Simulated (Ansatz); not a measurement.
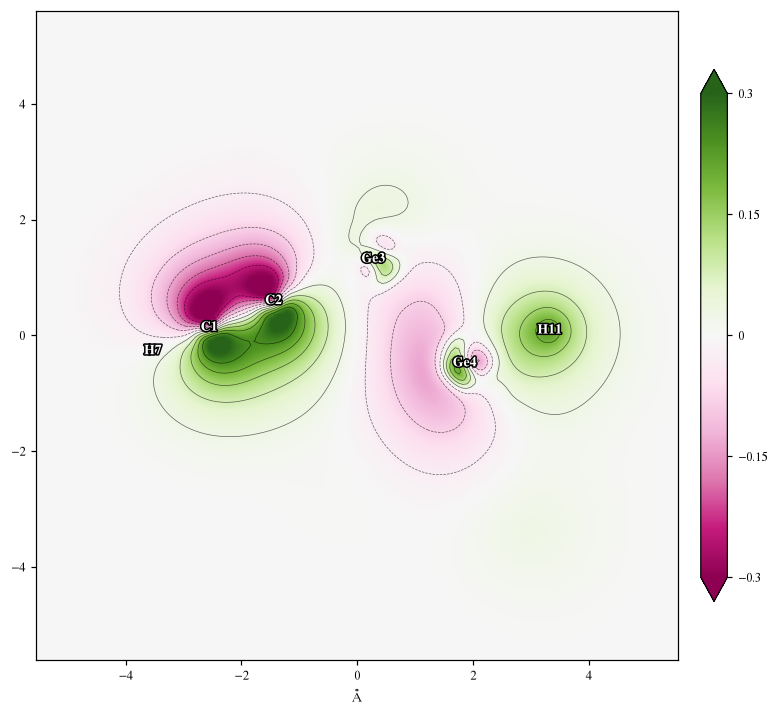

The picture shows: C$_{2}$H$_{7}$ClGe$_{3}$. The HOMO−1 on the plane of atoms C2, Ge3 and Ge4 (values in Å⁻³ᐟ²; the overall sign is arbitrary).

Not at a stationary point (largest force 1.8 eV/Å).

Theory: SCF hf, Gaussian basis in Ansatz 0.2.0.

The calculation's input:

```
crystal:
  periodic: [false, false, false]
  atoms:
    - { symbol: C, position_ang: [2.557, 1.0471, 1.5025] }
    - { symbol: C, position_ang: [2.1056, 0.2655, 0.7041] }
    - { symbol: Ge, position_ang: [1.392, -0.9607, -0.5495] }
    - { symbol: Ge, position_ang: [-0.9694, -1.1308, -0.2108] }
    - { symbol: Ge, position_ang: [-1.9247, 1.0604, -0.3041] }
    - { symbol: Cl, position_ang: [-4.0575, 0.9308, 0.0441] }
    - { symbol: H, position_ang: [2.953, 1.7337, 2.2037] }
    - { symbol: H, position_ang: [2.0481, -2.3509, -0.3524] }
    - { symbol: H, position_ang: [1.6694, -0.4477, -1.9855] }
    - { symbol: H, position_ang: [-1.2473, -1.753, 1.1812] }
    - { symbol: H, position_ang: [-1.5931, -2.0198, -1.3166] }
    - { symbol: H, position_ang: [-1.6613, 1.6766, -1.7017] }
    - { symbol: H, position_ang: [-1.2717, 1.9491, 0.7851] }
basis:
  gaussian:
    orbitals: "6-31G*"
hamiltonian:
  xc: hf
output:
  orbitals: {}
  forces: true
```

Launched as:

```sh
python run_energy.py
```

**What is the character of this orbital?**

By Hirshfeld shares it lies mainly on C1 (about 25 %), C2 (about 25 %), Ge4 (about 15 %), Ge5 (about 10 %) and Cl6 (about 5 %). Its energy is −10.86 eV.
